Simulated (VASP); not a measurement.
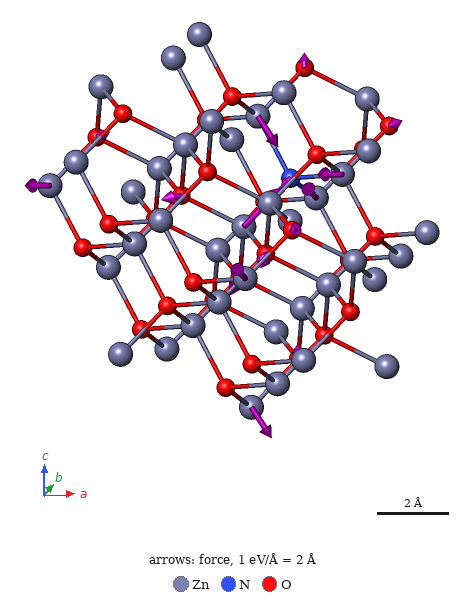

Starting geometry of a defect cell of composition Zn24NO23 with the computed forces as purple arrows. A ball-and-stick model of the atoms within 5.8 Å of the atom that moves most (axes of the cell of the calculation), seen slightly off an axis.

The run lets the atoms move in a fixed cell.

Computed with Kohn-Sham DFT of a periodic cell, PBE, VASP PAW PBE potentials, recommended (VASP 6.6.1).

The input:
```
  ALGO = Normal
  AMIX = 0.2
  AMIX_MAG = 0.8
  BMIX = 1E-4
  BMIX_MAG = 1E-4
  EDIFF = 1E-6
  EDIFFG = -0.025
  ENCUT = 450
  GGA = PE
  IBRION = 2
  ICORELEVEL = 1
  ISIF = 2
  ISMEAR = 0
  ISPIN = 2
  KPAR = 4
  LASPH = T
  LCHARG = F
  LORBIT = 11
  LREAL = Auto
  LWAVE = F
  MAGMOM = 0.2 0 0 0.2 0 0 0 0 0 0 0.2 0 0 0 0 0 0 0 0 0 0 0 0 0.2 0.2 0 0 0 0 0 0 0 0 0 0 0 0 0 0 0 0 0 0 0 0 0 0 0
  NCORE = 2
  NELM = 150
  NSW = 70
  PREC = Normal
  SIGMA = 0.01
```

Launched with:
```bash
cat potpaw_PBE.64/Zn/POTCAR potpaw_PBE.64/N/POTCAR potpaw_PBE.64/O/POTCAR > POTCAR
mpirun -np 8 vasp_std > vasp.out
```

What follows when this structure is relaxed?

Answer. It isn't relaxed: the largest force vector, on a Zn atom, is 0.82 eV/Å. The atoms end up moving mostly along the starting forces (cosine between the two patterns 0.88). The energy falls by 83.1 meV per cell of the calculation in 7 geometry steps. The largest force component goes from 0.82 to 0.022 eV/Å. A Zn atom moves most: 0.063 Å along [1 1 1]. By element the largest moves are Zn 0.063 Å, O 0.021 Å, N 0.003 Å. The cell doesn't change. Among the contacts that change: N–Zn 2.011 → 1.945 Å, N–Zn 2.002 → 1.959 Å, O–Zn 2.002 → 2.028 Å, O–Zn 2.011 → 1.993 Å. Among the angles between lasting bonds that change: Zn–O–Zn 108.6° → 106.1°, O–Zn–O 110.3° → 108.0°, Zn–O–Zn 108.6° → 110.9°.

Limits of the set-up: the periodic images lie only 8.4 Å apart, so the values are limited by the cell's size.
